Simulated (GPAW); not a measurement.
# Surface energy and work function of Ir(111) from slabs of 3 to 12 layers (PBE)

How do energy and work function of Ir(111) films settle with thickness, and what surface energy follows?

Set-up. GPAW 26.7.0, plane waves at 450 eV with PAW setups; symmetric 1×1 slabs cut at the tabulated lattice constant (two decimals; low-temperature values for the alkali metals), atoms at bulk places, 7.5 Å of vacuum on each side, one in-plane mesh for all thicknesses, Fermi-Dirac smearing of 0.1 eV. Energies are extrapolated to zero smearing and count from the program's reference atoms. Functional PBE. The cell's area is 6.385 Å².

The runs, one held back:

```tsv
layers	energy (eV)	work function (eV)
3	−26.2663	5.42
4	−35.7000	5.51
5	−45.0400	5.52
6	−54.4013	5.50
7	−63.7827	5.51
8	−73.1498	5.51
9	−82.5138	5.51
10	−91.8843	5.49
11	−101.2581	5.51
12	?	?
```

Q: What surface energy do these runs give, and what energy and work function should the 12-layer slab have?

Worked answer. A slab of n layers has E(n) = nε + 2Aγ once its middle is bulk-like. A line through n = 6 to 11 has the slope ε = −9.3701 eV a layer and the intercept 2Aγ = 1.8140 eV (r.m.s. residual 3.9 meV). So γ = 1.8140 / (2 × 6.385 Å²) = 0.1421 eV/Å² = 2.28 J/m², with a standard error of about 0.01 J/m² from the scatter about the line. For 12 layers: 1.8140 + 12 × (−9.3701) = −110.627 eV; the run gives −110.625 eV, 2.2 meV over the line. The work function has no such law: from 6 to 11 layers it moves between 5.49 and 5.51 eV (mean 5.50), and the 12-layer slab gives 5.51 eV. The thinnest slab, 3 layers, lies −0.08 eV from that mean. The measured value for this face is 5.78 eV (“Anisotropic work function of elemental crystals” (2019, arxiv:1902.07811)); the unrelaxed 12-layer slab lies 0.27 eV under it.

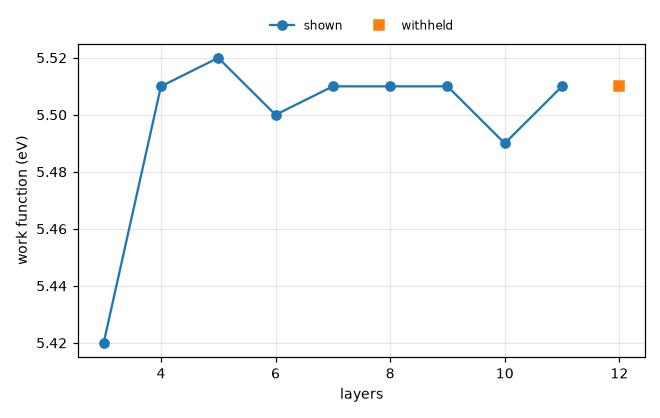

Work function against thickness.

Caveats: The surfaces are unrelaxed, so γ is an upper bound for this functional and lattice constant. The tabulated lattice constant isn't the functional's own, which strains the slab a little. Spin-orbit coupling is left out.

[Logs are printed without paths, hosts, clocks, repeated set-up lines and the standing remarks that a program may print on its own settings, such as how far it seeks lower states.]
